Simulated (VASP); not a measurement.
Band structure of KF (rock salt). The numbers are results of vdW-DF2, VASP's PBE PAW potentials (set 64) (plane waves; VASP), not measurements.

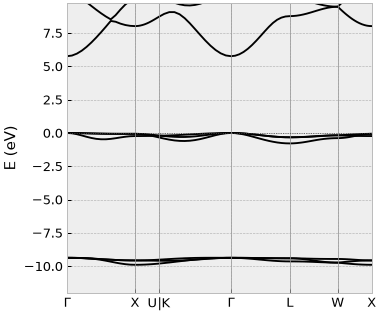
Bands along high-symmetry lines, zero at the valence-band maximum or, without a gap, the Fermi level

Q: Read the plot: is there a gap, and where are the band edges?

A: The gap is direct, 5.76 eV, from the valence maximum at Γ to the conduction minimum at Γ. (Edges off the drawn lines would not show.)

Measured: gap 10.90 eV (computed value off by -5.14 eV), as given by David Koller et al., Journal of Physics Condensed Matter (2013), arXiv:1304.4470.

The compound is KF in the rock salt structure. It was relaxed first.
